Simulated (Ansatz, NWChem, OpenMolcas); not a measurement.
# InH2OF (SMILES [OH][InH][F]): methods side by side

InH2OF: 5 atoms, total charge 0, spin state singlet. As SMILES, `[OH][InH][F]`. The shape is that of a PBE0-D4/def2-TZVP optimisation. This is a higher conformer, about 10 kJ/mol above the lowest found by a separate search.

```xyz
5

O    -1.2795   -0.3459   -0.5774
In    0.4801    0.0425    0.2100
F     1.1859   -1.6547    0.8415
H    -1.7252    0.4298   -0.9257
H     1.3885    1.4547    0.4102
```

Each level gives the vertical energy of the triplet above the singlet (eV). The values are calculated.

```
                             level                 kind     program  value (eV)  CPU time (all runs)
      HF/def2-SVP (core potential)         Hartree–Fock      Ansatz        4.84                 22 s
   SVWN5/def2-SVP (core potential)                  LDA      Ansatz        4.92                 19 s
    TPSS/def2-SVP (core potential)             meta-GGA  OpenMolcas        5.30              1.8 min
    PBE0/def2-SVP (core potential)        global hybrid      NWChem        5.31                 60 s
  B2PLYP/def2-SVP (core potential)        double hybrid      Ansatz        5.72                 40 s
PBE-QIDH/def2-SVP (core potential)        double hybrid      Ansatz        5.77                 40 s
 RPA@PBE/def2-SVP (core potential)                  RPA      Ansatz        5.19                 59 s
     MP2/def2-SVP (core potential)  perturbation theory      Ansatz        6.16                 32 s
```

Spin-orbit coupling is left out. The values span 4.84 to 6.16 eV. A triplet this far above the singlet is often a Rydberg-like or dissociative state; sets without diffuse functions put Rydberg states too high. In the correlated wave-function rows the outer d shell of In is correlated, in sets not made for it. CPU times are rough (shared hosts, several kinds of processor and program).

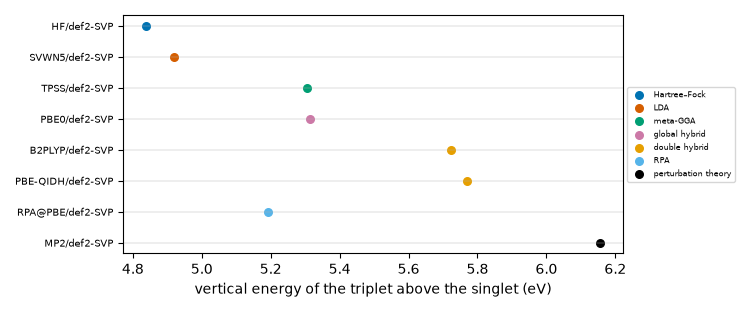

The values of the table, level by level.
